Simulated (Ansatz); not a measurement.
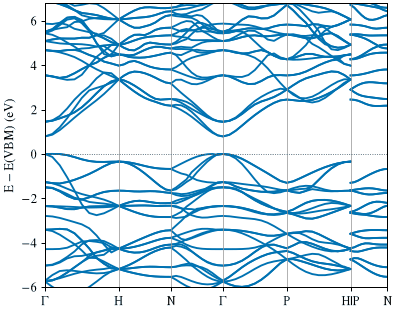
Fig. 1. Band structure from DFT-LDA in the program Ansatz with PAW potentials

Read off the gap and where the band edges lie.

About 0.8 eV (0.79 eV by a search for the band edges); maximum on the Γ–H line, 12 % of the way from Γ, minimum at Γ.

Pick the material that matches.
A) Hg3Te2Br2, I2_13 (Hg on 12b, Te on 8a, Br on 8a)
B) Zr3N4, I-43d (N on 16c, Zr on 12a)
C) As3Ir, Im-3 (Ir on 8c, As on 24g)

B, Zr3N4, I-43d (N on 16c, Zr on 12a)

The LDA relaxation kept the symmetry of its start. No spin polarisation was allowed. Spin–orbit coupling is left out wherever it is not named.

Potentials: the later of the program's two PAW sets.
